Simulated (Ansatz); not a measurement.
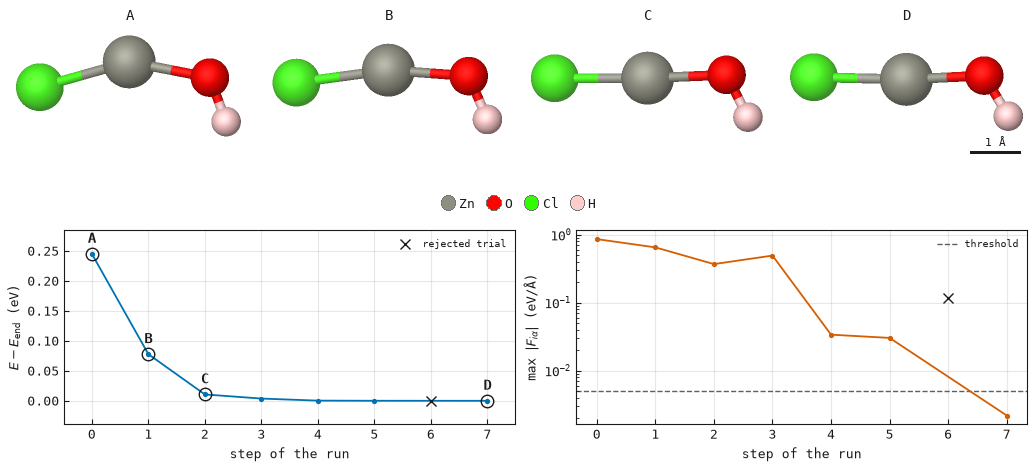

Frames of a relaxation of ZnHOCl, marked on the history of the run. The picture is a ball-and-stick view, seen at a tilt.

It is one of the separated reactants of a reaction.

All numbers below come from RKS PBE0-D4/def2-TZVP in Ansatz 0.2.0. Settings: force threshold 0.005 eV/Å; at most 200 steps.

### What happens along the run?

The energy falls by 0.245 eV in 6 accepted moves (7 points after the start). The largest force component goes from 0.86 to 0.0022 eV/Å. The line search rejected the trial step at point 6 of the run. The atom that moves furthest after the best rigid fit is the Zn atom (0.37 Å). By element the largest moves are Zn 0.37 Å, Cl 0.21 Å, H 0.17 Å, O 0.07 Å. Near-neighbour distances that change, for instance: Cl–Zn 2.140 → 2.083 Å, O–Zn 1.815 → 1.766 Å. Among the angles between lasting bonds that change: O–Zn–Cl 155.3° → 176.2°. From step 0 to 1: the Zn atom moves most (0.17 Å), energy −0.167 eV. From step 1 to 2: the Zn atom moves most (0.17 Å), energy −0.067 eV. From step 2 to 7: the H atom moves most (0.04 Å), energy −0.011 eV.
